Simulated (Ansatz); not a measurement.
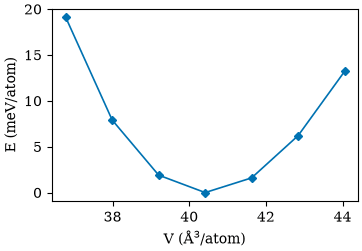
CsBr (CsCl type, Pm-3m) under volume change, r²SCAN in the plane-wave PAW code Ansatz, scaled uniformly.

Q: What does a third-order Birch–Murnaghan fit give for V₀, B₀ and B′?

A: V₀ = 40.41 Å³/atom, B₀ = 15.4 GPa, B′ = 5.2.

Symmetry was held in the r²SCAN relaxation. Scalar-relativistic: spin–orbit coupling is off unless named, which matters more the heavier the elements.

Potentials: the later of the program's two PAW sets.
